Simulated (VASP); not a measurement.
Band structure of TaS2 (relaxed from the 2H-MoS2 structure, space group P6_3/mmc). All values below come from PBEsol GGA, VASP's PBE PAW potentials (set 64) (plane waves; VASP).

Without a dispersion term in the relaxation, distances and binding between the weakly bound layers, chains or molecules are unreliable, and so is what depends on them. Unless said otherwise, spin-orbit coupling is left out, though it shifts the bands of the heavy elements here.

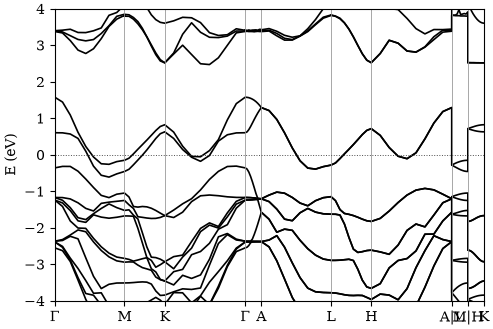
Figure. Bands along high-symmetry lines, zero at the valence-band maximum or, without a gap, the Fermi level

Question: Read the plot: is there a gap, and where are the band edges?

Answer: It has no gap at this level: it comes out as a metal or semimetal. (Edges off the drawn lines would not show.)

The structure was generated: TaS2 was put into the 2H-MoS2 type (P6_3/mmc), which need not be its known phase. It was relaxed first, which changed the volume by +6 %.
